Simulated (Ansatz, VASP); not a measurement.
# HC10F (F-terminated C(111)) in two plane-wave programs, part 3 of 3

One calculation is typed for both programs; each brings its own data sets. How far apart do they land? Of the first pair: The structure shown is the end of the VASP relaxation below. Valence electrons are named where the data sets of a main pair hold unlike numbers.

VASP 6.6.1 and Ansatz 0.2.0.

So far: The structure; VASP: relaxation, PBE; Ansatz: single point, PBE; Differences; What the set-up changes; Ansatz: band structure, PBE.

**7. VASP: band structure, PBE**

Level of this step: PBE; plane waves and PAW (C, H, F) (VASP).

The same cell, functional, mesh and smearing now go to VASP, with its own data sets.

INCAR reads:

```
SYSTEM = HC10F
PREC = Normal
ENCUT = 440
EDIFF = 1E-06
NELM = 120
ISMEAR = 0
SIGMA = 0.03
LREAL = .FALSE.
ALGO = Fast
GGA = PE
NBANDS = 36
LORBIT = 11
LWAVE = .FALSE.
LCHARG = .TRUE.
KPAR = 4
IDIPOL = 3
LDIPOL = .TRUE.
DIPOL = 0.5 0.5 0.497
LVHAR = .TRUE.
LVACPOTAV = .TRUE.
NEDOS = 1500
```

POSCAR reads:

```
HC10F
1.0
    2.5267879902      0.0000000000      0.0000000000
    1.2633939951      2.1882625895      0.0000000000
    0.0000000000      0.0000000000     27.1982334576
C H F
10 1 1
Direct
    0.3333333300      0.3333333300      0.3358100510
    0.6666666700      0.6666666700      0.3537512031
    0.6666666700      0.6666666700      0.4108772876
    0.0000000000      0.0000000000      0.4297986329
    0.0000000000      0.0000000000      0.4866973412
    0.3333333300      0.3333333300      0.5056457102
    0.3333333300      0.3333333300      0.5625253031
    0.6666666700      0.6666666700      0.5814826432
    0.6666666700      0.6666666700      0.6385884986
    0.0000000000      0.0000000000      0.6571115365
    0.3333333300      0.3333333300      0.2949836247
    0.0000000000      0.0000000000      0.7077994378
```

KPOINTS reads:

```
Automatic mesh
0
Gamma
12 12 1
0 0 0
```

KPOINTS_OPT reads:

```
Line mode
14
Line-mode
Reciprocal
  0.00000000   0.00000000   0.00000000 GAMMA
  0.00000000  -0.50000000   0.00000000 M

  0.00000000  -0.50000000   0.00000000 M
  0.33333333  -0.33333333   0.00000000 K

  0.33333333  -0.33333333   0.00000000 K
  0.00000000   0.00000000   0.00000000 GAMMA
```

The projector-augmented-wave data sets are C, H and F (PBE family, release 64).

Command:

```bash
> mpirun -np 4 vasp_std
```

Numbers of over 12 decimals in the logs are rounded to 6 here.

Output:

```text
[... set-up lines as in an earlier step ...]
 entering main loop
       N       E                     dE             d eps       ncg     rms          rms(c)
DAV:   1     0.277234053607E+03    0.27723E+03   -0.21498E+04  1376   0.105E+03
DAV:   2    -0.775174381981E+02   -0.35475E+03   -0.33464E+03  1908   0.272E+02
DAV:   3    -0.101626426135E+03   -0.24109E+02   -0.23821E+02  1708   0.724E+01
DAV:   4    -0.102186384150E+03   -0.55996E+00   -0.55795E+00  1860   0.121E+01
[...]
RMM:  20    -0.981909054609E+02   -0.11226E-04   -0.14902E-06  1412   0.365E-03    0.106E-03
RMM:  21    -0.981909070526E+02   -0.15917E-05   -0.23077E-07  1305   0.192E-03    0.702E-04
RMM:  22    -0.981909078768E+02   -0.82428E-06   -0.91511E-08  1050   0.125E-03
 -----------------------------------------------------------------------------
|                                                                             |
|           W    W    AA    RRRRR   N    N  II  N    N   GGGG   !!!           |
|           W    W   A  A   R    R  NN   N  II  NN   N  G    G  !!!           |
[...]
1 F= -.98190908E+02 E0= -.98190908E+02  d E =-.649940E-11
 Start KPOINTS_OPT (optional k-point list driver)
k-point batch [1-19\42]
       N       E                     dE             ncg
DAV:   1    -0.614771582937E+03   -0.23683E+05     1392
DAV:   2    -0.685730485084E+04   -0.62425E+04     1868
DAV:   3    -0.736223519194E+04   -0.50493E+03     1720
DAV:   4    -0.737516121458E+04   -0.12926E+02     1864
DAV:   5    -0.737559437681E+04   -0.43316E+00     1920
DAV:   6    -0.737560770369E+04   -0.13327E-01     2004
DAV:   7    -0.737560810177E+04   -0.39808E-03     1944
DAV:   8    -0.737560811612E+04   -0.14350E-04     1652
DAV:   9    -0.737560811682E+04   -0.69960E-06     1304
[...]
k-point batch [39-42\42]
       N       E                     dE             ncg
DAV:   1     0.266414621740E+05   -0.28727E+03      296
DAV:   2     0.253603048670E+05   -0.12812E+04      380
DAV:   3     0.252333330421E+05   -0.12697E+03      368
DAV:   4     0.252278758327E+05   -0.54572E+01      440
DAV:   5     0.252277737901E+05   -0.10204E+00      392
DAV:   6     0.252277691685E+05   -0.46216E-02      472
DAV:   7     0.252277690689E+05   -0.99632E-04      416
DAV:   8     0.252277690645E+05   -0.43654E-05      408
DAV:   9     0.252277690642E+05   -0.28232E-06      304
```

Parts of OUTCAR (step 7):

```text
  Total        0.6575365      0.6575365     -0.6940898      0.0000000      0.0000000      0.0000000
  in kB        7.0052161      7.0052161     -7.3946446      0.0000000      0.0000000      0.0000000
  external PRESSURE =       2.2052625 kB  Pullay stress =       0.0000000 kB

 POSITION                                       TOTAL-FORCE (eV/Angst)
 -----------------------------------------------------------------------------------
      1.26339      0.72942      9.13344        -0.000000     -0.000000     -0.004036
      2.52679      1.45884      9.62141         0.000000     -0.000000     -0.013531
      2.52679      1.45884     11.17514        -0.000000     -0.000000     -0.001824
      0.00000      0.00000     11.68976         0.000000     -0.000000      0.004337
      0.00000      0.00000     13.23731        -0.000000     -0.000000     -0.007864
      1.26339      0.72942     13.75267        -0.000000     -0.000000      0.000512
      1.26339      0.72942     15.29969         0.000000     -0.000000      0.001154
      2.52679      1.45884     15.81530        -0.000000     -0.000000      0.009183
      2.52679      1.45884     17.36848        -0.000000     -0.000000      0.010160
      0.00000      0.00000     17.87227         0.000000      0.000000     -0.006844
      1.26339      0.72942      8.02303        -0.000000      0.000000      0.002669
      0.00000      0.00000     19.25089        -0.000000      0.000000      0.006084
 -----------------------------------------------------------------------------------
    total drift:                               -0.000131     -0.000076      0.001586

  FREE ENERGIE OF THE ION-ELECTRON SYSTEM (eV)
  ---------------------------------------------------
  free  energy   TOTEN  =       -98.1909078768 eV

  energy  without entropy=      -98.1909078768  energy(sigma->0) =      -98.19090788

[... 2 parts as in an earlier step ...]

[... 1 further part left out ...]
[key lines of the parts left out:]
E-fermi :   0.7756
```

**8. Differences**

Compared:

| quantity | Ansatz | VASP | difference |
| --- | --- | --- | --- |
| gap over the path points (eV) | 2.516 | 2.511 | +0.004 |

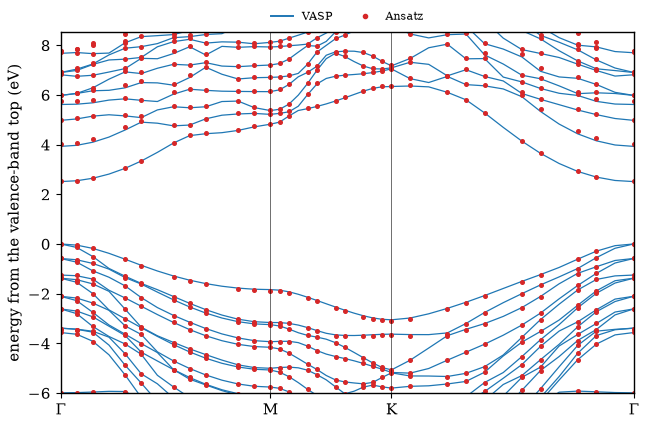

Bands from VASP (lines) and levels from Ansatz (dots). Dots without a line are higher empty bands that the VASP plot leaves out.

Levels at points of the path, from each program's valence-band top (eV; 4 filled, then empty):

| k (reciprocal lattice) | Ansatz | VASP |
| --- | --- | --- |
| 0.000 0.000 0.000 | -0.58 -0.58 0.00 0.00 2.52 4.04 5.01 | -0.58 -0.58 0.00 0.00 2.51 3.93 4.98 |
| 0.000 -0.038 0.000 | -0.73 -0.63 -0.14 -0.05 2.55 4.08 5.06 | -0.73 -0.64 -0.14 -0.05 2.54 3.97 5.03 |
| 0.000 -0.077 0.000 | -1.08 -0.78 -0.51 -0.18 2.65 4.21 5.17 | -1.08 -0.78 -0.51 -0.18 2.65 4.10 5.15 |
| 0.000 -0.154 0.000 | -1.70 -1.36 -1.30 -0.62 3.05 4.69 5.18 | -1.69 -1.35 -1.30 -0.61 3.05 4.59 5.16 |
| 0.000 -0.192 0.000 | -2.18 -1.61 -1.59 -0.87 3.34 4.96 5.15 | -2.16 -1.61 -1.59 -0.86 3.34 4.91 5.09 |
| 0.000 -0.269 0.000 | -2.90 -2.25 -2.12 -1.31 4.07 4.77 5.54 | -2.88 -2.25 -2.12 -1.29 4.07 4.76 5.52 |
| 0.000 -0.308 0.000 | -3.17 -2.53 -2.39 -1.49 4.37 4.80 5.50 | -3.15 -2.54 -2.39 -1.46 4.36 4.79 5.48 |
| 0.000 -0.346 0.000 | -3.43 -2.78 -2.65 -1.63 4.46 5.05 5.54 | -3.40 -2.78 -2.65 -1.60 4.44 5.04 5.52 |
| 0.000 -0.423 0.000 | -3.80 -3.13 -3.03 -1.81 4.59 5.25 5.77 | -3.78 -3.13 -3.03 -1.78 4.57 5.23 5.75 |
| 0.000 -0.462 0.000 | -3.91 -3.22 -3.13 -1.86 4.73 5.28 5.51 | -3.89 -3.22 -3.13 -1.82 4.71 5.26 5.49 |

At this near-relaxed geometry the largest component of a force difference is 335 meV/Å. Among the levels compared at these points, filled levels agree within 42 meV and empty ones within 112 meV. With vacuum in the cell, a pressure given here is an average over mostly empty space and none of the material.

**9. Other set-ups**

Further runs change the set-up of one program: Ansatz's method, potentials or start, or VASP's data sets, cutoff or form of LDA. The table gives Ansatz less VASP for each quantity, since a change that brings one quantity closer may part another.

| run | r.m.s. force difference (meV/Å) | gap over the path points (eV) |
| --- | --- | --- |
| as above | 75 | 0.0043 |
| Ansatz's larger PAW set (cutoff 1300 eV) | 70 | 0.013 |
| norm-conserving potentials (cutoff 1320 eV) | 56 | 0.0040 |

**10. What came out**

| Quantity | Value |
| --- | --- |
| r.m.s. force difference (single point, PBE) | 75 meV/Å |
| r.m.s. force difference (band structure, PBE) | 75 meV/Å |

What this shows: The r.m.s. force difference is 75 meV/Å (single point, PBE), beyond the 12 meV/Å picked in this series as the mark of a large difference. Single point, PBE, Ansatz's larger PAW set (cutoff 1300 eV): the difference in gap on the k mesh goes from 0.0080 to 0.016 eV. Single point, PBE, norm-conserving potentials (cutoff 1320 eV): r.m.s. force difference goes from 75 to 56 meV/Å. Band structure, PBE, Ansatz's larger PAW set (cutoff 1300 eV): the difference in gap over the path points goes from 0.0043 to 0.013 eV. Band structure, PBE, norm-conserving potentials (cutoff 1320 eV): r.m.s. force difference goes from 75 to 56 meV/Å. Such differences can come from data sets, numerical settings and the points named under the comparisons, not from the functional's error against experiment.

[Lines on the potential files, build, host, timing and source positions are cut from VASP's logs without a mark.]

[Logs are printed without paths, hosts, clocks, repeated set-up lines and the standing remarks that a program may print on its own settings, such as how far it seeks lower states.]

[Hosts, paths, dates, database ids (printed as entryN), source tags and the programs' standing remarks are cut or masked in the printed files.]
